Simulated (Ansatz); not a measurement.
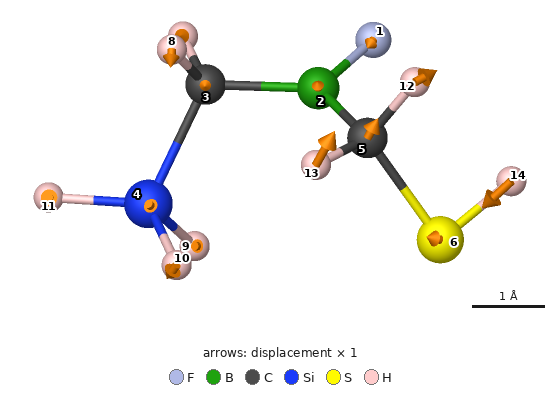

This is a relaxation of C2H8BFSSi. The starting structure is drawn; orange arrows show the displacements, at their true length. The two geometries are superimposed by the best rigid fit.

Style: ball-and-stick. Shown at a tilt.

The run prepares an end point of a later path (hydrogen shift) calculation, from a guessed geometry.

The calculation used Ansatz, RHF/def2-SVP. Settings: no spin polarisation; force threshold 0.02 eV/Å; at most 50 steps.

Question: Atoms of which element are displaced furthest, and by how much?

Answer: Hydrogen: up to 0.60 Å, against 0.33 Å for carbon.

Question: What did the optimiser do to the structure, and how much energy did it gain?

Answer: The energy falls by 19.7 kcal/mol in 12 geometry steps. Largest force component: 2.6 eV/Å at the start, 0.0063 eV/Å at the end. The largest moves after the best rigid fit, 0.60 Å, are those of H atoms. Largest moves by element: H 0.60 Å, C 0.33 Å, S 0.25 Å, Si 0.21 Å, F 0.18 Å, B 0.15 Å. Among the contacts that change: B–F 1.445 → 1.330 Å, H–S 1.438 → 1.335 Å, C–H 1.179 → 1.095 Å, H–Si 1.401 → 1.483 Å. Among the angles between lasting bonds that change: C–Si–H 104.4° → 111.0°, F–B–C 122.4° → 115.9°, H–Si–H 113.8° → 108.4°.

Limits of the set-up: Hartree-Fock leaves out electron correlation.
